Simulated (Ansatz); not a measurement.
```yaml
atoms:
  - { symbol: F, position_ang: [-1.9772, 2.4016, -2.5745] }
  - { symbol: Ge, position_ang: [-0.8919, 1.5062, -1.5170] }
  - { symbol: Si, position_ang: [1.2246, 1.9211, 1.3242] }
  - { symbol: Te, position_ang: [-0.2414, 3.4839, 0.0250] }
  - { symbol: H, position_ang: [0.7748, 1.8527, 2.7443] }
  - { symbol: H, position_ang: [2.6426, 2.3796, 1.2708] }
  - { symbol: H, position_ang: [1.1152, 0.5642, 0.6999] }
```

Geometry: PBE0-D3(BJ)/def2-SVP; core potentials replace the inner electrons of Te.

All numbers below come from Ansatz, isolated molecule in a Gaussian basis; Kohn-Sham density functional theory, functional PBE0.

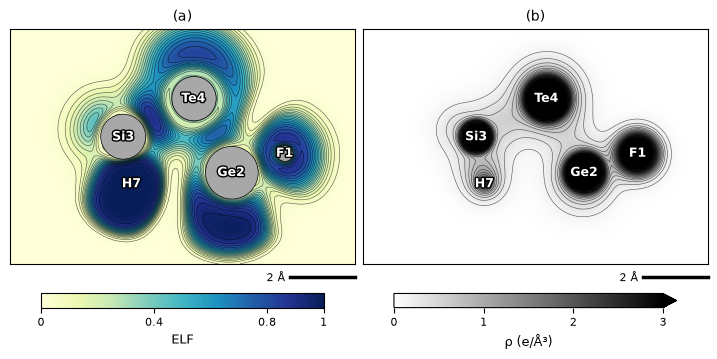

FGeH3SiTe (SMILES [F][Ge]#[Te][SiH3]). (a) electron localisation function; (b) electron density on the plane of atoms F1, Ge2 and Te4. Grey discs cover the atomic cores in the ELF map.

Q: Interpret the plot.

A: Atoms in the plane: F, Ge, Si, Te and H.
Ge–F (1.76 Å): the density is about 0.92 e/Å³ at the midpoint; the ELF peaks at about 0.80 in the valence shell of F, 0.5 Å from its nucleus, and is about 0.25 at the midpoint.
Si–Te (2.51 Å): the density is about 0.58 e/Å³ at the midpoint; the ELF peaks at about 0.90 between the atoms (localised, covalent bonding).
Ge–Te (2.59 Å): the density is about 0.52 e/Å³ at the midpoint; the ELF peaks at about 0.75 in the valence shell of Te, 1.3 Å from its nucleus, and is about 0.75 at the midpoint.
Si–H (1.50 Å): ρ is about 0.8 e/Å³ halfway; the ELF climbs to about 1 towards the hydrogen, as it does in any bond to H.
The ELF also peaks beside F1 and Te4, away from the bonds: lone-pair regions.
